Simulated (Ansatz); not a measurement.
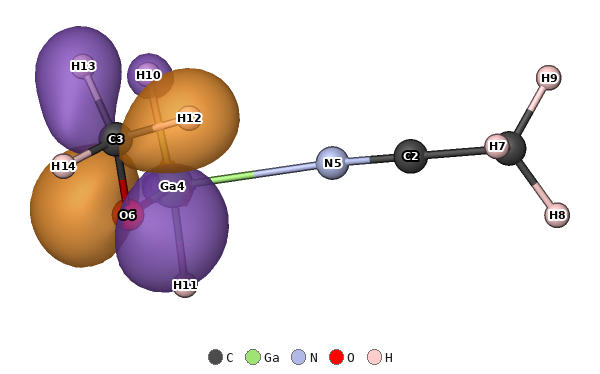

Figure. C3H8GaNO. One frontier orbital at ±0.15 Å⁻³ᐟ² (orange and purple are the two phases), seen from one side.

Geometry: PBE0-D3(BJ)/def2-SVP.

Level of theory: Ansatz 0.2.0, isolated molecule in a Gaussian basis; Kohn-Sham density functional theory, functional PBE0.

```xyz
14

C    -0.3517    2.1597    2.4377
C    -0.7750    1.5874    1.1777
C     1.2328   -0.9187   -1.4241
Ga   -1.2861    0.2622   -1.8247
N    -1.1070    1.1330    0.1723
O     0.5051    0.0708   -2.0594
H     0.7133    1.9418    2.6021
H    -0.4969    3.2493    2.4197
H    -0.9393    1.7302    3.2614
H    -2.0583   -1.0573   -1.4444
H    -1.8703    1.4936   -2.5950
H     1.5040   -0.6521   -0.3775
H     0.7087   -1.8971   -1.3699
H     2.1867   -1.0969   -1.9566
```

Question: Which orbital is it: HOMO or LUMO?

Answer: The HOMO, at −6.72 eV. Its weight (Hirshfeld) is mainly on O6 (about 60 %), C3 (about 15 %), H12 (about 10 %) and Ga4 (about 5 %).
